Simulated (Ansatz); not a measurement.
**Swapping OH for F on Ge: the HOMO–LUMO gap**

On one Ge centre, n of the OH ligands are replaced by F. The HOMO–LUMO gap y in eV at wB97X-V/def2-TZVPP. Shapes: PBE0-D4/def2-TZVP. Flexible molecules stand in one conformer, not always the lowest. Programs: Ansatz 0.2.0.

| molecule | n | y (eV) |
| --- | --- | --- |
| Ge(OH)3 | 0 | 7.55 |
| Ge(OH)2F | 1 | ? |
| Ge(OH)F2 | 2 | 7.87 |
| GeF3 | 3 | 8.06 |

Q: Fit y = c + s·n to the known rows and predict Ge(OH)2F.

A: 
1. Means of the 3 rows: n = 1.66667, y = 7.827.
2. Σ(Δn)² = 4.6667, Σ(Δn·Δy) = 0.78667, so the slope is 0.78667/4.6667 = 0.16857.
3. Intercept: 7.827 − (0.16857) × 1.66667 = 7.546. The largest residual of the fit is 0.013.
4. Ge(OH)2F: 7.546 + (0.16857) × 1 = 7.71 eV.

The run gave 7.69 eV, so the prediction is off by +0.02 eV, more than the largest residual. The step per swap drifts from +0.14 to +0.19 eV. Other levels give for Ge(OH)2F: SPW92/def2-TZVPP 0.91; PBE0-D4/def2-TZVPP 3.53; wB97M-V/def2-TZVPP 7.48 eV. Orbital gaps aren't excitation energies, and the LUMO depends on the basis. Open shells run unrestricted. Relativity is left out for Ge.

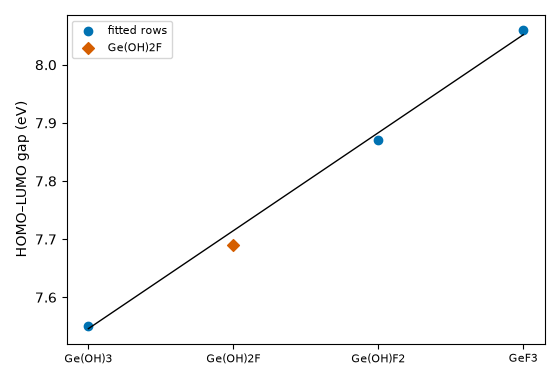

The fitted line, with the withheld member.
